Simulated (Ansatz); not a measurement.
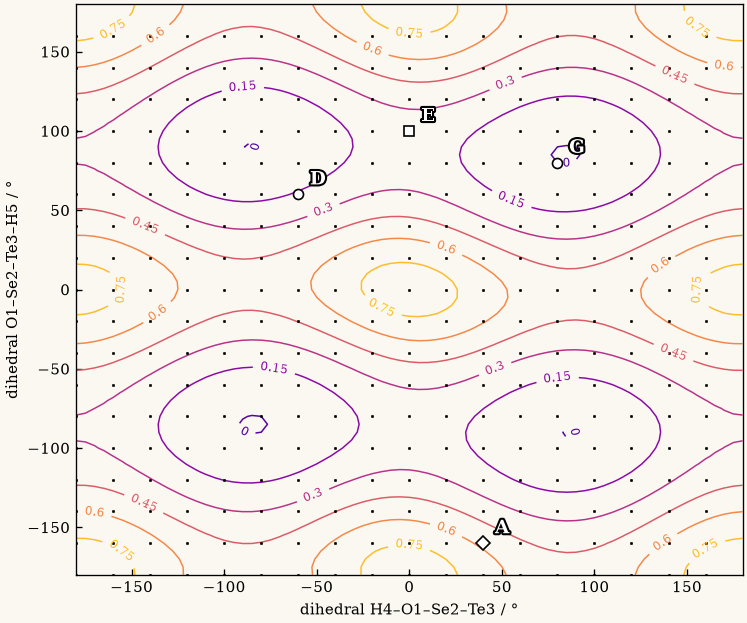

H₂OSeTe, SMILES O[Se][TeH]. 
- Coordinates scanned: (1) dihedral H4–O1–Se2–Te3; (2) dihedral O1–Se2–Te3–H5.
- Nothing is relaxed (all other coordinates rigid).
- Grid: 18 × 18 points; 164 points were computed and 160 follow by symmetry.
- Points are written as (first, second).
- Energies are in eV, from the lowest grid point.
- These are results of Ansatz 0.2.0, RKS PBE0-D4/def2-SVP, not measurements.

In the figure: contour lines labelled in eV, dots at the grid points, lettered points. Between grid points the surface is interpolated.

Is D the lowest point of the computed grid?

No. D lies 0.16 eV above the lowest grid point, which is at (−80°, −80°).

Rank the lettered points by energy, lowest first.

G (0.00 eV), D (0.16 eV), E (0.23 eV), A (0.57 eV).

What kind of point is each of A, D, G: minimum, saddle, maximum or slope?

A: on a slope; D: on a slope; G: minimum. (In these two coordinates alone; a stationary point may lie a little off the grid point.)
